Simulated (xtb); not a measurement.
**C₃H₅FO: geometry relaxation (part 4 of 4)**

Continued. System: C₃H₅FO. Method: GFN-FF (xtb 6.7.1). The starting geometry was optimised with GFN-FF pushed along the imaginary mode.

Geometry of the input (Å):
```
F  -0.9189  1.6901  0.4990
C  -1.1602  0.3746  0.4236
C  -0.1435  -0.2858  -0.5114
C  1.3171  -0.3550  -0.0760
O  0.8523  0.5511  -1.0554
H  -2.1582  0.1153  0.2460
H  -0.8991  0.0514  1.4923
H  -0.5776  -0.8849  -1.3054
H  1.9416  -1.1955  -0.5692
H  1.6738  -0.0302  0.8412
```

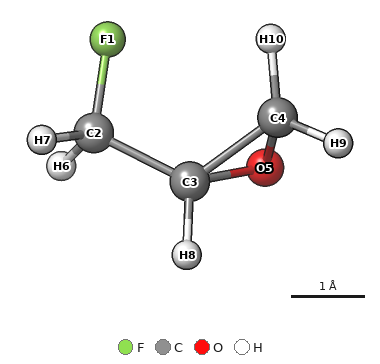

Figure 1. The geometry at step 28 of the log (ball-and-stick view, seen at a tilt; atoms are numbered from 1 in the order of the input).

**Trajectory as extended XYZ, continued**
```
10
Properties=species:S:1:pos:R:3 step=22 energy=-41.56066
F    -0.4612    1.3204    1.1150
C    -1.1164    0.3593    0.4787
C    -0.1691   -0.3957   -0.4369
C     1.3252   -0.2537   -0.1954
O     0.6695    0.3910   -1.2475
H    -1.9265    0.8181   -0.0998
H    -1.5645   -0.3078    1.2243
H    -0.5462   -1.3122   -0.9055
H     2.0306   -1.0200   -0.5212
H     1.6860    0.4316    0.5730
10
Properties=species:S:1:pos:R:3 step=24 energy=-41.56167
F    -0.4553    1.2975    1.1436
C    -1.1168    0.3585    0.4809
C    -0.1672   -0.4023   -0.4293
C     1.3285   -0.2451   -0.2016
O     0.6586    0.3798   -1.2571
H    -1.9047    0.8420   -0.1087
H    -1.5914   -0.3125    1.2068
H    -0.5458   -1.3225   -0.8889
H     2.0331   -1.0152   -0.5182
H     1.6884    0.4508    0.5571
10
Properties=species:S:1:pos:R:3 step=26 energy=-41.56234
F    -0.4492    1.2765    1.1669
C    -1.1161    0.3569    0.4823
C    -0.1652   -0.4092   -0.4220
C     1.3304   -0.2373   -0.2076
O     0.6478    0.3703   -1.2653
H    -1.8854    0.8621   -0.1136
H    -1.6160   -0.3131    1.1917
H    -0.5454   -1.3321   -0.8773
H     2.0373   -1.0115   -0.5157
H     1.6892    0.4685    0.5453
10
Properties=species:S:1:pos:R:3 step=28 energy=-41.56265
F    -0.4484    1.2732    1.1686
C    -1.1147    0.3559    0.4825
C    -0.1640   -0.4126   -0.4189
C     1.3307   -0.2359   -0.2097
O     0.6448    0.3686   -1.2657
H    -1.8822    0.8636   -0.1125
H    -1.6214   -0.3090    1.1908
H    -0.5450   -1.3327   -0.8798
H     2.0396   -1.0100   -0.5149
H     1.6881    0.4700    0.5442
10
Properties=species:S:1:pos:R:3 step=29 energy=-41.56278
F    -0.4488    1.2743    1.1682
C    -1.1146    0.3558    0.4828
C    -0.1636   -0.4138   -0.4174
C     1.3314   -0.2358   -0.2103
O     0.6441    0.3685   -1.2650
H    -1.8824    0.8627   -0.1133
H    -1.6216   -0.3084    1.1921
H    -0.5453   -1.3315   -0.8818
H     2.0399   -1.0097   -0.5148
H     1.6883    0.4689    0.5441
10
Properties=species:S:1:pos:R:3 step=31 energy=-41.56295
F    -0.4508    1.2810    1.1620
C    -1.1153    0.3562    0.4831
C    -0.1633   -0.4143   -0.4155
C     1.3326   -0.2365   -0.2097
O     0.6444    0.3703   -1.2618
H    -1.8863    0.8562   -0.1147
H    -1.6155   -0.3084    1.1972
H    -0.5475   -1.3267   -0.8881
H     2.0392   -1.0113   -0.5155
H     1.6899    0.4646    0.5476
10
Properties=species:S:1:pos:R:3 step=33 energy=-41.56300
F    -0.4520    1.2856    1.1565
C    -1.1156    0.3562    0.4828
C    -0.1630   -0.4131   -0.4160
C     1.3328   -0.2376   -0.2084
O     0.6458    0.3723   -1.2599
H    -1.8901    0.8513   -0.1143
H    -1.6102   -0.3085    1.2005
H    -0.5489   -1.3236   -0.8913
H     2.0383   -1.0131   -0.5162
H     1.6905    0.4616    0.5509
```

**Results in brief**

| quantity | value |
| --- | --- |
| outcome | converged |
| total energy | −1.527412 hartree |
| dispersion energy | −0.003452 hartree |
| zero-point energy | 0.074499 hartree |
| dipole moment | 2.82 D |
| wavenumbers, lowest and highest | 88 and 3068 cm⁻¹ |
| hardware | 1 thread of Intel Xeon (Granite Rapids), 64 GiB of memory available, shared host |
| peak memory | 0.073 GiB |
